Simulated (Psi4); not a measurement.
**C2ClF3 (chlorotrifluoroethylene) at 5 levels**

Wanted: a comparison of 5 runs (B3LYP/cc-pVDZ, BLYP/cc-pVDZ, PBE/cc-pVDZ, TPSS/cc-pVDZ, revPBE/cc-pVDZ) of C2ClF3 (chlorotrifluoroethylene). 

The results are computed with Psi4 1.11.

## 1. The system as given

C2ClF3: 6 atoms, total charge 0, spin state singlet. SMILES: `FC(F)=C(F)Cl`. One bond was lengthened or shortened from a relaxed shape.

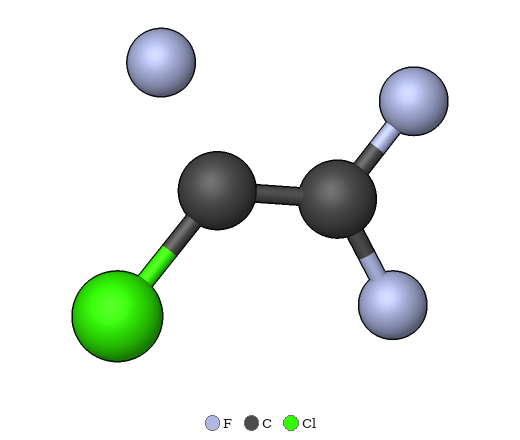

The structure, seen from a chosen angle (fluorine light blue, carbon dark grey, chlorine green).

## 2. Energy and gradient at B3LYP/cc-pVDZ (run 1)

c2clf3.py

```python
import psi4

psi4.set_memory('2200 MB')
psi4.set_num_threads(1)
psi4.core.set_output_file('output.dat', False)

molecule = psi4.geometry("""
0 1
F      1.10653858    -3.16919354     0.41182046
C     -0.48035893    -1.28579800     0.63229480
F     -2.53367865    -1.91437760     1.85150830
C     -0.03840868     0.99982575    -0.28533731
F      2.41609044     1.55331708    -1.68257435
Cl    -2.07105479     3.45526028    -0.01639148
units au
symmetry c1
""")

psi4.set_options({
    'basis': 'cc-pVDZ',
    'reference': 'rks',
    'puream': True,
    'e_convergence': 1e-09,
    'd_convergence': 1e-08,
    'scf_type': 'pk',
    'dft_radial_points': 99,
    'dft_spherical_points': 590,
})

energy_value, wavefunction = psi4.gradient('b3lyp', molecule=molecule, return_wfn=True)
print('gradient / Eh bohr^-1')
print(energy_value.np.round(6))
print(f'energy = {wavefunction.energy():.10f} Eh')
for k, v in sorted(psi4.core.scalar_variables().items()):
    print(f'{k:45s} {v:18.10f}')
```

Command:

```
$ python c2clf3.py
```

output.dat:

```text
[...]
  Running in c1 symmetry.
[...]
  Nuclear repulsion =  288.950452641505080
[...]
  Multiplicity = 1
[...]
  Nalpha       = 28
  Nbeta        = 28
[...]
    Number of basis functions: 88
[...]
   @RKS iter   1:  -835.83585403885957   -1.63404e-01   4.32399e-03 ADIIS/DIIS
[...]
   @RKS iter  13:  -835.89368398313104   -9.09495e-13   1.84460e-09 DIIS
[...]
  @RKS Final Energy:  -835.89368398313104
   => Energetics <=
    Nuclear Repulsion Energy =            288.9504526415050805
    One-Electron Energy =               -1729.9786372636331180
    Two-Electron Energy =                 661.9967306449395892
    DFT Exchange-Correlation Energy =     -56.8622300059425712
    Empirical Dispersion Energy =           0.0000000000000000
    VV10 Nonlocal Energy =                  0.0000000000000000
    Total Energy =                       -835.8936839831310408
[...]
  -Total Gradient:
     Atom            X                  Y                   Z
    ------   -----------------  -----------------  -----------------
       1       -0.005320472068     0.007732831445     0.000303626528
       2       -0.012509203164     0.002141617828     0.005612604043
       3        0.008769572748     0.001081709422    -0.004720185079
       4       -0.062887471523    -0.022198697891     0.038246091573
       5        0.071745022141     0.018499257588    -0.041549426248
       6        0.000181969196    -0.007241892697     0.002113079549
[...]
```

Standard output:

```text
gradient / Eh bohr^-1
[[-0.00532   0.007733  0.000304]
 [-0.012509  0.002142  0.005613]
 [ 0.00877   0.001082 -0.00472 ]
 [-0.062887 -0.022199  0.038246]
 [ 0.071745  0.018499 -0.041549]
 [ 0.000182 -0.007242  0.002113]]
energy = -835.8936839831 Eh
CURRENT ENERGY                                   -835.8936839831
CURRENT REFERENCE ENERGY                         -835.8936839831
DD SOLVATION ENERGY                                 0.0000000000
DFT FUNCTIONAL TOTAL ENERGY                      -835.8936839831
DFT TOTAL ENERGY                                 -835.8936839831
DFT VV10 ENERGY                                     0.0000000000
DFT XC ENERGY                                     -56.8622300059
GRID ELECTRONS ALPHA                               28.0000002285
GRID ELECTRONS BETA                                28.0000002285
GRID ELECTRONS TOTAL                               56.0000004569
NUCLEAR REPULSION ENERGY                          288.9504526415
ONE-ELECTRON ENERGY                             -1729.9786372636
PCM POLARIZATION ENERGY                             0.0000000000
PE ENERGY                                           0.0000000000
SCF ITERATION ENERGY                             -835.8936839831
SCF ITERATIONS                                     13.0000000000
SCF TOTAL ENERGY                                 -835.8936839831
TWO-ELECTRON ENERGY                               661.9967306449
XC GRID RADIAL POINTS                              99.0000000000
XC GRID SPHERICAL POINTS                          590.0000000000
XC GRID TOTAL POINTS                           328251.0000000000
```

It took 25 s on 1 thread of Intel Xeon 6975P-C (Granite Rapids), shared host; peak memory 1.1 GiB.

## 3. Energy and forces at BLYP/cc-pVDZ (run 2)

input.json

```json
{
  "schema_name": "qcschema_input",
  "schema_version": 1,
  "molecule": {
    "schema_name": "qcschema_molecule",
    "schema_version": 2,
    "symbols": ["F", "C", "F", "C", "F", "Cl"],
    "geometry": [1.10653858, -3.16919354, 0.41182046, -0.48035893, -1.285798, 0.6322948, -2.53367865, -1.9143776, 1.8515083, -0.03840868, 0.99982575, -0.28533731, 2.41609044, 1.55331708, -1.68257435, -2.07105479, 3.45526028, -0.01639148],
    "molecular_charge": 0,
    "molecular_multiplicity": 1,
    "fix_symmetry": "c1",
    "fix_com": true,
    "fix_orientation": true
  },
  "driver": "gradient",
  "model": {
    "method": "blyp",
    "basis": "cc-pVDZ"
  },
  "keywords": {
    "puream": true,
    "e_convergence": 1e-09,
    "d_convergence": 1e-08,
    "scf_type": "pk",
    "dft_radial_points": 99,
    "dft_spherical_points": 590
  }
}
```

Command:

```
$ psi4 --qcschema input.json -n 1 --memory 2200MB
```

stdout:

```text
[...]
  Running in c1 symmetry.
[...]
  Nuclear repulsion =  288.950452641505080
[...]
  Multiplicity = 1
[...]
  Nalpha       = 28
  Nbeta        = 28
[...]
    Number of basis functions: 88
[...]
   @RKS iter   1:  -835.73079607467707   -1.46092e-02   5.39409e-03 ADIIS/DIIS
[...]
   @RKS iter  13:  -835.83776096248187   -2.95586e-12   3.04827e-09 DIIS
[...]
  @RKS Final Energy:  -835.83776096248187
   => Energetics <=
    Nuclear Repulsion Energy =            288.9504526415050805
    One-Electron Energy =               -1730.0829697443414261
    Two-Electron Energy =                 675.6909590851803387
    DFT Exchange-Correlation Energy =     -70.3962029448258448
    Empirical Dispersion Energy =           0.0000000000000000
    VV10 Nonlocal Energy =                  0.0000000000000000
    Total Energy =                       -835.8377609624818660
[...]
  -Total Gradient:
     Atom            X                  Y                   Z
    ------   -----------------  -----------------  -----------------
       1       -0.016394126142     0.020118417482     0.002072966934
       2       -0.011707158460     0.001205569603     0.005495476927
       3        0.022858878128     0.005235875030    -0.013037628633
       4       -0.060849816789    -0.027804018103     0.038932828758
       5        0.059667078261     0.015669565819    -0.034641626820
       6        0.006399944134    -0.014407044281     0.001185009212
[...]
```

The result, in JSON:

```text
{
 "driver": "gradient",
 "model": {
  "method": "blyp",
  "basis": "cc-pVDZ"
 },
 "success": true,
 "return_result": [-0.01639412614165081, 0.02011841748246429, 0.0020729669340503395, -0.011707158460279303, 0.0012055696033768243, 0.0054954769272543905, 0.02285887812756665, 0.005235875029910575, -0.01303762863340116, -0.06084981678891957, -0.02780401810325077, 0.03893282875838173, 0.05966707826101392, 0.015669565818972317, -0.03464162681980812, 0.006399944133931829, -0.014407044280870057, 0.0011850092116864538],
 "properties": {
  "calcinfo_nbasis": 88,
  "calcinfo_nmo": 88,
  "calcinfo_nalpha": 28,
  "calcinfo_nbeta": 28,
  "calcinfo_natom": 6,
  "nuclear_repulsion_energy": 288.9504526415051,
  "return_energy": -835.8377609624819,
  "return_gradient": [-0.01639412614165081, 0.02011841748246429, 0.0020729669340503395, -0.011707158460279303, 0.0012055696033768243, 0.0054954769272543905, 0.02285887812756665, 0.005235875029910575, -0.01303762863340116, -0.06084981678891957, -0.02780401810325077, 0.03893282875838173, 0.05966707826101392, 0.015669565818972317, -0.03464162681980812, 0.006399944133931829, -0.014407044280870057, 0.0011850092116864538],
  "scf_one_electron_energy": -1730.0829697443414,
  "scf_two_electron_energy": 675.6909590851803,
  "scf_xc_energy": -70.39620294482584,
  "scf_dipole_moment": [-0.3904357861329828, -0.0971717452408285, 0.2250239109689609],
  "scf_total_energy": -835.8377609624819,
  "scf_total_gradient": [-0.01639412614165081, 0.02011841748246429, 0.0020729669340503395, -0.011707158460279303, 0.0012055696033768243, 0.0054954769272543905, 0.02285887812756665, 0.005235875029910575, -0.01303762863340116, -0.06084981678891957, -0.02780401810325077, 0.03893282875838173, 0.05966707826101392, 0.015669565818972317, -0.03464162681980812, 0.006399944133931829, -0.014407044280870057, 0.0011850092116864538],
  "scf_iterations": 13
 }
}
```

Run time: 26 s. Hardware: 1 thread of Intel Xeon 6975P-C (Granite Rapids), shared host; peak memory 1.1 GiB.

Run 3 isn't shown in full; the table further down has it.

## 4. A single-point energy at TPSS/cc-pVDZ (run 4)

calc.py

```python
import psi4

psi4.set_memory(2200000000)
psi4.set_num_threads(1)
psi4.core.set_output_file('run.log', False)

geom = psi4.geometry("""
F      1.10653858    -3.16919354     0.41182046
C     -0.48035893    -1.28579800     0.63229480
F     -2.53367865    -1.91437760     1.85150830
C     -0.03840868     0.99982575    -0.28533731
F      2.41609044     1.55331708    -1.68257435
Cl    -2.07105479     3.45526028    -0.01639148
units au
symmetry c1
""")

psi4.set_options({
    'basis': 'cc-pVDZ',
    'puream': True,
    'e_convergence': 1e-09,
    'd_convergence': 1e-08,
    'scf_type': 'pk',
    'dft_radial_points': 99,
    'dft_spherical_points': 590,
})

E, wfn = psi4.energy('tpss', return_wfn=True)
psi4.oeprop(wfn, 'MULLIKEN_CHARGES', 'QUADRUPOLE', 'MAYER_INDICES')
print(f'tpss energy: {E:.10f} Eh')
for k, v in sorted(psi4.core.scalar_variables().items()):
    print(f'{k:45s} {v:18.10f}')
```

Command:

```
$ python calc.py
```

run.log:

```text
[...]
  Running in c1 symmetry.
[...]
  Nuclear repulsion =  288.950452641505080
[...]
  Multiplicity = 1
[...]
  Nalpha       = 28
  Nbeta        = 28
[...]
    Number of basis functions: 88
[...]
   @RKS iter   1:  -835.86075435595546   -5.67413e-02   4.81875e-03 DIIS/ADIIS
[...]
   @RKS iter  13:  -835.94520630103545   -2.16005e-12   2.11338e-09 DIIS
[...]
  @RKS Final Energy:  -835.94520630103545
   => Energetics <=
    Nuclear Repulsion Energy =            288.9504526415050805
    One-Electron Energy =               -1730.0221688823844488
    Two-Electron Energy =                 675.6360344534559772
    DFT Exchange-Correlation Energy =     -70.5095245136120639
    Empirical Dispersion Energy =           0.0000000000000000
    VV10 Nonlocal Energy =                  0.0000000000000000
    Total Energy =                       -835.9452063010354550
[...]
 Multipole Moments:
 ------------------------------------------------------------------------------------
     Multipole            Electronic (a.u.)      Nuclear  (a.u.)        Total (a.u.)
 ------------------------------------------------------------------------------------
 L = 1.  Multiply by 2.5417464519 to convert [e a0] to [Debye]
 Dipole X            :          0.1167177           -0.5135108           -0.3967931
 Dipole Y            :         -1.0615619            0.9486434           -0.1129184
 Dipole Z            :          0.2650331           -0.0320281            0.2330051
 Magnitude           :                                                    0.4738002
 L = 2.  Multiply by 1.3450342976 to convert [e a0^2] to [Debye ang]
 Quadrupole XX       :       -208.9422574          180.1926266          -28.7496308
 Quadrupole XY       :         58.2282773          -59.0510290           -0.8227517
[...]
```

Standard output:

```text
tpss energy: -835.9452063010 Eh
CURRENT ENERGY                                   -835.9452063010
CURRENT REFERENCE ENERGY                         -835.9452063010
DD SOLVATION ENERGY                                 0.0000000000
DFT FUNCTIONAL TOTAL ENERGY                      -835.9452063010
DFT TOTAL ENERGY                                 -835.9452063010
DFT VV10 ENERGY                                     0.0000000000
DFT XC ENERGY                                     -70.5095245136
GRID ELECTRONS ALPHA                               28.0000002277
GRID ELECTRONS BETA                                28.0000002277
GRID ELECTRONS TOTAL                               56.0000004555
NUCLEAR REPULSION ENERGY                          288.9504526415
ONE-ELECTRON ENERGY                             -1730.0221688824
PCM POLARIZATION ENERGY                             0.0000000000
PE ENERGY                                           0.0000000000
SCF ITERATION ENERGY                             -835.9452063010
SCF ITERATIONS                                     13.0000000000
SCF TOTAL ENERGY                                 -835.9452063010
TWO-ELECTRON ENERGY                               675.6360344535
XC GRID RADIAL POINTS                              99.0000000000
XC GRID SPHERICAL POINTS                          590.0000000000
XC GRID TOTAL POINTS                           328251.0000000000
```

It took 27 s on 1 thread of Intel Xeon 6975P-C (Granite Rapids), shared host; peak memory 1.3 GiB.

## 5. Energy and forces at revPBE/cc-pVDZ (run 5)

c2clf3.json

```json
{
  "schema_name": "qcschema_input",
  "schema_version": 1,
  "molecule": {
    "schema_name": "qcschema_molecule",
    "schema_version": 2,
    "symbols": ["F", "C", "F", "C", "F", "Cl"],
    "geometry": [1.10653858, -3.16919354, 0.41182046, -0.48035893, -1.285798, 0.6322948, -2.53367865, -1.9143776, 1.8515083, -0.03840868, 0.99982575, -0.28533731, 2.41609044, 1.55331708, -1.68257435, -2.07105479, 3.45526028, -0.01639148],
    "molecular_charge": 0,
    "molecular_multiplicity": 1,
    "fix_symmetry": "c1"
  },
  "driver": "gradient",
  "model": {
    "method": "revpbe",
    "basis": "cc-pVDZ"
  },
  "keywords": {
    "puream": true,
    "e_convergence": 1e-09,
    "d_convergence": 1e-08,
    "scf_type": "pk",
    "dft_radial_points": 99,
    "dft_spherical_points": 590,
    "scf_properties": ["QUADRUPOLE", "DIPOLE", "MULLIKEN_CHARGES"]
  }
}
```

Command:

```
$ psi4 --qcschema c2clf3.json -n 1 --memory 2200MB
```

stdout:

```text
[...]
  Running in c1 symmetry.
[...]
  Nuclear repulsion =  288.950452641505080
[...]
  Multiplicity = 1
[...]
  Nalpha       = 28
  Nbeta        = 28
[...]
    Number of basis functions: 88
[...]
   @RKS iter   1:  -835.59640192103143   -2.82824e-02   4.92839e-03 ADIIS/DIIS
[...]
   @RKS iter  13:  -835.68833131606141   -3.29692e-12   2.60559e-09 DIIS
[...]
  @RKS Final Energy:  -835.68833131606141
   => Energetics <=
    Nuclear Repulsion Energy =            288.9504526415050805
    One-Electron Energy =               -1729.9430583928417491
    Two-Electron Energy =                 675.5312479697558956
    DFT Exchange-Correlation Energy =     -70.2269735344806350
    Empirical Dispersion Energy =           0.0000000000000000
    VV10 Nonlocal Energy =                  0.0000000000000000
    Total Energy =                       -835.6883313160614080
[...]
  -Total Gradient:
     Atom            X                  Y                   Z
    ------   -----------------  -----------------  -----------------
       1       -0.014893163013     0.018150733540     0.001921102111
       2       -0.010512353678     0.005510641632     0.003586077534
       3        0.020880714534     0.004508658522    -0.011826068742
       4       -0.060417450074    -0.034042092932     0.040617621099
       5        0.062094014565     0.015918177468    -0.035932179512
       6        0.002827699134    -0.010024837964     0.001637265490
[...]
```

The result, in JSON:

```text
{
 "driver": "gradient",
 "model": {
  "method": "revpbe",
  "basis": "cc-pVDZ"
 },
 "success": true,
 "return_result": [-0.014893163013443123, 0.018150733540372832, 0.0019211021105336665, -0.01051235367754625, 0.005510641632309229, 0.003586077534360861, 0.020880714533609956, 0.004508658522222542, -0.011826068742297802, -0.06041745007361923, -0.034042092931833606, 0.04061762109923881, 0.06209401456537639, 0.01591817746845446, -0.03593217951213232, 0.002827699134204109, -0.01002483796410697, 0.0016372654896504649],
 "properties": {
  "calcinfo_nbasis": 88,
  "calcinfo_nmo": 88,
  "calcinfo_nalpha": 28,
  "calcinfo_nbeta": 28,
  "calcinfo_natom": 6,
  "nuclear_repulsion_energy": 288.9504526415051,
  "return_energy": -835.6883313160614,
  "return_gradient": [-0.014893163013443123, 0.018150733540372832, 0.0019211021105336665, -0.01051235367754625, 0.005510641632309229, 0.003586077534360861, 0.020880714533609956, 0.004508658522222542, -0.011826068742297802, -0.06041745007361923, -0.034042092931833606, 0.04061762109923881, 0.06209401456537639, 0.01591817746845446, -0.03593217951213232, 0.002827699134204109, -0.01002483796410697, 0.0016372654896504649],
  "scf_one_electron_energy": -1729.9430583928417,
  "scf_two_electron_energy": 675.5312479697559,
  "scf_xc_energy": -70.22697353448063,
  "scf_dipole_moment": [-0.38627231988267985, -0.12258994930998668, 0.23068488266668163],
  "scf_total_energy": -835.6883313160614,
  "scf_total_gradient": [-0.014893163013443123, 0.018150733540372832, 0.0019211021105336665, -0.01051235367754625, 0.005510641632309229, 0.003586077534360861, 0.020880714533609956, 0.004508658522222542, -0.011826068742297802, -0.06041745007361923, -0.034042092931833606, 0.04061762109923881, 0.06209401456537639, 0.01591817746845446, -0.03593217951213232, 0.002827699134204109, -0.01002483796410697, 0.0016372654896504649],
  "scf_iterations": 13
 }
}
```

It took 27 s on 1 thread of Intel Xeon 6975P-C (Granite Rapids), shared host; peak memory 1.1 GiB.

## 6. Overview of the runs

```
run           level      task  energy (Eh)  dipole moment (D)  HOMO energy (eV)  LUMO energy (eV)  wall time
  1   B3LYP/cc-pVDZ  gradient  -835.893684               1.24             -7.33             -0.33       25 s
  2    BLYP/cc-pVDZ  gradient  -835.837761               1.17             -5.94             -1.10       26 s
  3     PBE/cc-pVDZ  gradient  -835.335262               1.18             -6.10             -1.30       26 s
  4    TPSS/cc-pVDZ    energy  -835.945206               1.20             -6.23             -1.16       27 s
  5  revPBE/cc-pVDZ  gradient  -835.688331               1.19             -6.04             -1.21       27 s
```

## 7. Summary of results

| quantity | value |
| --- | --- |
| run 5: total energy | -835.68833 Eh |
| run 5: dipole moment | 1.19 D |
| run 5: HOMO energy | -6.04 eV |
| run 5: LUMO energy | -1.21 eV |
| run 5: HOMO–LUMO gap | 4.83 eV |
| run 5: largest force on an atom | 4.133 eV/Å |

What this shows: The dipole moment (its size) runs from 1.17 D (BLYP/cc-pVDZ) to 1.24 D (B3LYP/cc-pVDZ). The HOMO–LUMO gap runs from 4.80 eV (PBE/cc-pVDZ) to 7.00 eV (B3LYP/cc-pVDZ). Totals of different functionals can't be ranked against each other. All runs together took 2.2 min, the longest 27 s.
